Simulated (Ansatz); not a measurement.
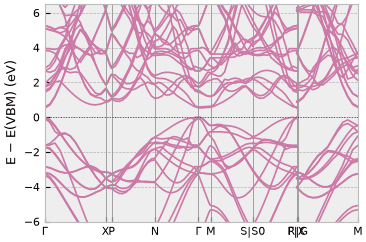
Figure: Band structure from r²SCAN in the plane-wave PAW code Ansatz

### Question
Read off the gap and where the band edges lie.

### Answer
About 0.5 eV (0.52 eV by a search for the band edges); maximum at Γ, minimum at Γ.

### Question
Which compound is it?
(A) SiGe, I-4m2 (Pearson symbol tI20)
(B) Rb2NiO2, I4/mmm (Rb on 4e, Ni on 2a, O on 4e)
(C) Cs2NiO2, I4/mmm (Cs on 4e, Ni on 2a, O on 4e)
(D) ZnSiP2, chalcopyrite

### Answer
A, SiGe, I-4m2 (Pearson symbol tI20)

The start of the workflow was typed in or built on a structure type; neither database checked (COD, Materials Project) lists it. Whether it is the stable phase at ambient conditions was not checked. The r²SCAN relaxation kept the symmetry of its start; whether a distortion lowers the energy is not shown. Spin–orbit coupling is left out wherever it is not named.

Potentials: the later of the program's two PAW sets.
